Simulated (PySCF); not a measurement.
SMILES [CH3][AlH][c]1ccccc1 at its GFN2-xTB optimised geometry (Å):

```
17

Al    -1.7811     0.1164     0.0000
H     -2.3427    -1.3323    -0.0007
C     -3.0100     1.6789     0.0000
H     -2.8914     2.3198     0.8826
H     -4.0593     1.3580    -0.0133
H     -2.8731     2.3338    -0.8696
C      0.2076     0.1164     0.0000
C      0.7814    -1.1601    -0.0012
C      2.1529    -1.3388    -0.0019
C      2.9864    -0.2317    -0.0014
C      2.4452     1.0442    -0.0002
C      1.0717     1.2147     0.0005
H      0.1156    -2.0213    -0.0017
H      2.5770    -2.3338    -0.0029
H      4.0593    -0.3628    -0.0020
H      3.0997     1.9054     0.0003
H      0.6551     2.2157     0.0016
```

Calculation: PySCF 2.14.0 with PBE0/def2-SVP.

Map of the log10 of the electron density (e/bohr³), floored at −4 on the plane z = 1.5 Å:

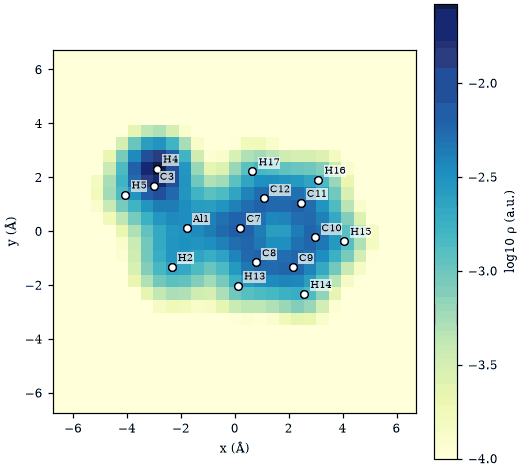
Figure: Log10 of the electron density (e/bohr³), floored at −4 on the plane z = 1.5 Å.
